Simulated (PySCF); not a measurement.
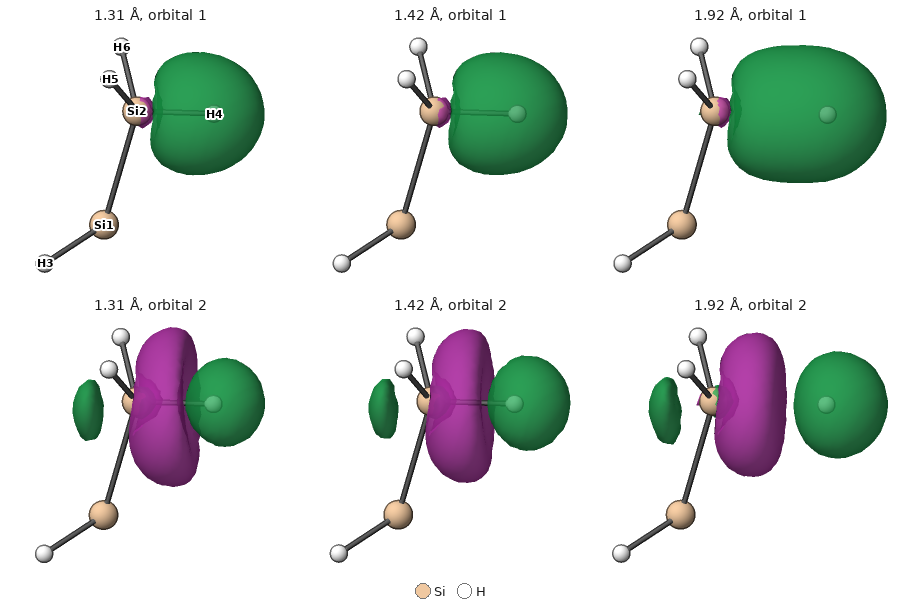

*H$_{4}$Si$_{2}$, SMILES `[SiH][SiH3]`. Rigid stretch of the Si2–H4 bond. The two CASSCF(2,2) natural orbitals nearest half filling (orbital 1 the more occupied).*

Computed with PySCF, def2-SVP basis, geometry: GFN2-xTB. No frequency check shows the geometry to be a minimum.

Coordinates in Å:

```
Si1     -1.2507   -0.1008   -0.0000
Si2      1.0254    0.0269   -0.0001
H3      -1.7045    1.3274    0.0002
H4       1.4683   -0.7455    1.1773
H5       1.9212    1.1971    0.0007
H6       1.4689   -0.7448   -1.1769
```

How do the occupations change along the stretch?

Answer. 1.31 Å: 1.99 and 0.01; 1.42 Å: 1.98 and 0.02; 1.92 Å: 1.94 and 0.06. At the longest distance computed (3.98 Å) they are 1.19 and 0.81, and the effective number of unpaired electrons is 1.9.

UHF's ⟨S²⟩ passes 1 along the scan (up to 1.44), so it also polarises electrons outside the stretched bond; its energy lowering isn't due to that bond alone.

UHF already breaks spin symmetry near equilibrium here (⟨S²⟩ = 0.52 at 1.56 Å), for reasons apart from this bond.

How much energy does the stretch cost?

Answer. By CASSCF, 3.3 eV from the lowest point of the scan (1.56 Å) to 3.98 Å; RHF gives 6.2 eV from its own lowest point. The fragments aren't relaxed and dynamic correlation is missing, so this isn't a bond dissociation energy.
